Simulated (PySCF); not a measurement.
Molecule: In(Me)(OMe)(NH2), SMILES C[O][In]([CH3])[NH2] (C2H8InNO). Atoms near the plane z = 0.8 Å, at the PBE0/def2-SVP optimised geometry (x, y, z in Å): In1 (-1.1, 0.0, 0.0), C2 (-2.0, -1.9, 0.2), H3 (-1.2, -2.7, 0.4), H5 (-2.7, -1.9, 1.0), O6 (1.0, 0.0, 0.0), C7 (1.7, 1.1, -0.1), H8 (1.4, 2.0, 0.5), H9 (2.8, 0.9, 0.3), N11 (-1.8, 1.9, 0.0), H12 (-2.8, 2.1, -0.3).

Method: PBE0/def2-TZVP, def2 effective core potentials past Kr (PySCF). The core electrons that the potentials of In replace are not part of the density. The values are rescaled to run from 0 to 1.

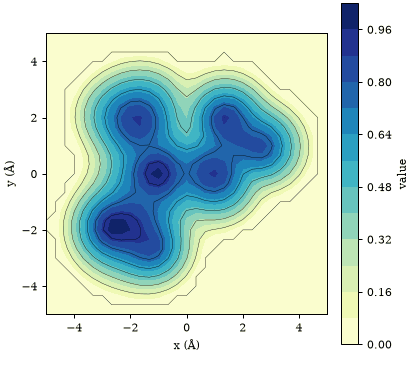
a field on the plane z = 0.8 Å.

Which quantity is mapped?
A) Laplacian of the electron density
B) log10 of the electron density
C) electron localisation function
D) deformation density (molecule minus spherical neutral atoms)

B, log10 of the electron density. In full: log10 of the electron density (e/bohr³), floored at −4.
